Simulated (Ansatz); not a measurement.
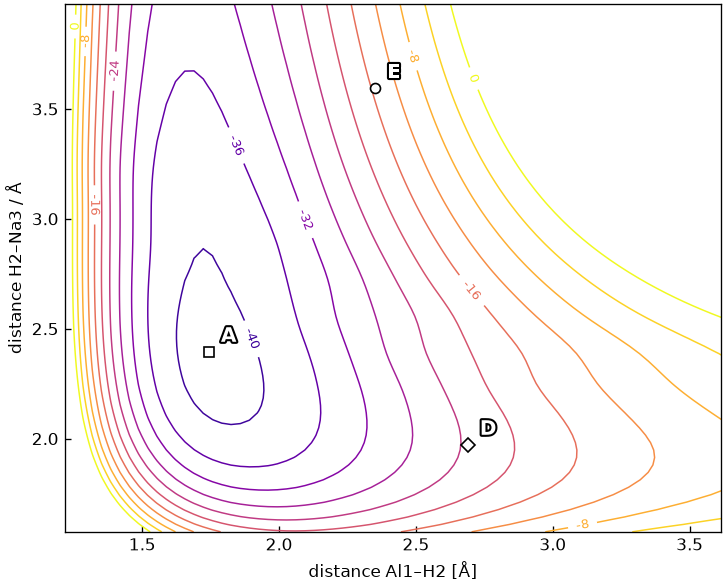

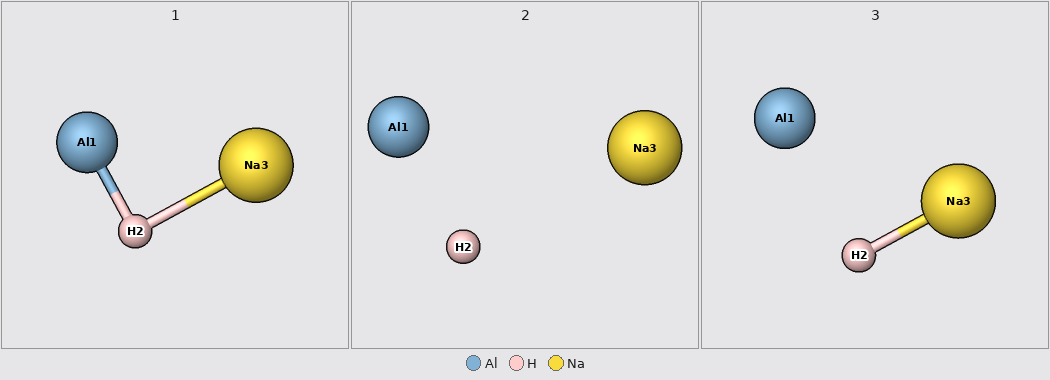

The system Al + HNa, spin multiplicity 2. The first coordinate is: distance Al1–H2; the second: distance H2–Na3. Nothing is relaxed (the angle Al1–H2–Na3 is fixed at 90 degrees). Grid: 17 × 17 points. All energies are given in kcal/mol relative to Al far from the relaxed HNa (each part in its own basis). In part of the range the unrestricted reference is strongly spin-contaminated. Computed with Ansatz, UKS PBE0-D4/def2-SVPD.

Drawn: contour lines labelled in kcal/mol (none above 0), lettered points. Between grid points the surface is interpolated. The numbered pictures are the structures at these points, in random order.

### Which structure belongs to which point?

A is structure 1: distance Al1–H2 = 1.745 Å, distance H2–Na3 = 2.395 Å, −41.5 kcal/mol; D is structure 3: distance Al1–H2 = 2.691 Å, distance H2–Na3 = 1.972 Å, −23.4 kcal/mol; E is structure 2: distance Al1–H2 = 2.352 Å, distance H2–Na3 = 3.594 Å, −15.4 kcal/mol.
